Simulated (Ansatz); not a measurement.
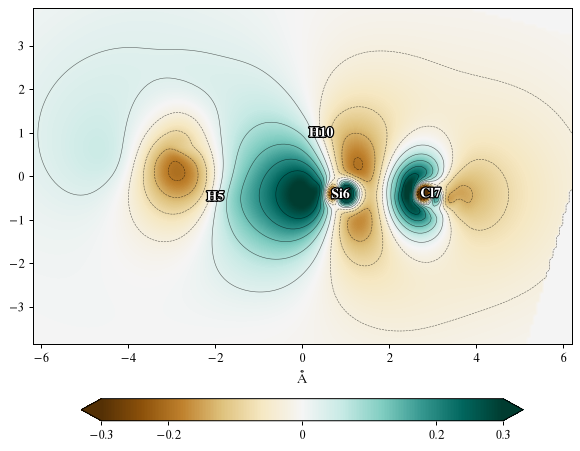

SiH₄···ClH₃Si (SMILES [SiH4].[SiH3]Cl). The LUMO on the plane of atoms Cl7, Si6 and H10 (values in Å⁻³ᐟ²; the overall sign is arbitrary).

Geometry: PBE0-D4/def2-TZVP.

These are results of RKS PBE0-D4/def2-TZVPPD (Ansatz 0.2.0), not measurements.

```yaml
atoms:
  - { symbol: Si, position_ang: [-0.1315, 0.0577, -1.9758] }
  - { symbol: H, position_ang: [-1.5491, 0.1917, -1.5591] }
  - { symbol: H, position_ang: [0.0936, 0.7975, -3.2423] }
  - { symbol: H, position_ang: [0.2055, -1.3752, -2.1610] }
  - { symbol: H, position_ang: [0.7444, 0.6330, -0.9195] }
  - { symbol: Si, position_ang: [0.1500, -0.0285, 1.8455] }
  - { symbol: Cl, position_ang: [-0.1837, -0.5059, 3.8167] }
  - { symbol: H, position_ang: [1.6035, 0.1728, 1.6530] }
  - { symbol: H, position_ang: [-0.5983, 1.2095, 1.5316] }
  - { symbol: H, position_ang: [-0.3344, -1.1526, 1.0108] }
```

**Describe this orbital and give its energy.**

Its weight (Hirshfeld) is mainly on Si6 (about 40 %), Cl7 (about 20 %) and Si1 (about 15 %). Its energy is −0.33 eV.
